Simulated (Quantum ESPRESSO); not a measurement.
## Converging the k-point mesh: Cu (Fm-3m, 1 atom in the cell)

```yaml
crystal:
  lattice:
    - [-1.81042, 0.00000, 1.81042]
    - [0.00000, 1.81042, 1.81042]
    - [-1.81042, 1.81042, 0.00000]
  atoms:
    - { symbol: Cu, position: [0.00000, 0.00000, 0.00000] }
```

Method: PBE, SSSP 1.1.2 precision (PBE) pseudopotentials (plane waves; Quantum ESPRESSO).

Base settings: ecutwfc = 75 Ry; occupations = smearing; smearing = gauss; degauss = 0.0073499 Ry; potentials = {Cu: Cu_ONCV_PBE-1.0.oncvpsp.upf}; K_POINTS = automatic 16 16 16 0 0 0; conv_thr = 1e-09 Ry; mixing_beta = 0.7.

Only quantities that move along the ladder and can be compared are tabulated.

The count of work is k-points × plane waves × bands × iterations; it is no time. 

The starting cell has typed, rounded lattice constants, without a prior relaxation at this level. Its lattice was rescaled by up to half a per cent. Spin polarisation is off.

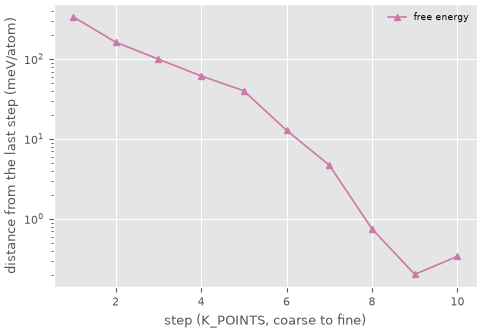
Fig. 1. Distance from the last step along the ladder; very small values are drawn at a floor.

```csv
K_POINTS,free energy less the last step's (meV/atom),pressure (GPa),count of work / last
automatic 3 3 3 0 0 0,-340.52,-5.85,0.0037
automatic 4 4 4 0 0 0,163.32,0.08,0.0075
automatic 5 5 5 0 0 0,-99.99,-2.16,0.0093
automatic 6 6 6 0 0 0,61.65,-0.52,0.015
automatic 7 7 7 0 0 0,-40.12,-1.66,0.019
automatic 9 9 9 0 0 0,-12.85,-1.51,0.033
automatic 11 11 11 0 0 0,-4.71,-1.82,0.053
automatic 13 13 13 0 0 0,-0.75,-1.64,0.079
automatic 16 16 16 0 0 0,-0.20,-1.45,0.14
automatic 18 18 18 0 0 0,-0.34,-1.41,0.18
automatic 34 34 34 0 0 0,0.00,-1.57,1.0
```

Coarsest K_POINTS that holds the pressure within 0.5 GPa of the last step, with all finer ones: automatic 7 7 7 0 0 0, at 0.019 of the last step's count of work; the step before is off by 1.1 GPa.

Coarsest K_POINTS that holds the free energy within 1 meV/atom of the last step, with all finer ones: automatic 13 13 13 0 0 0, at 0.079 of the last step's count of work; the step before is off by 4.7 meV/atom.
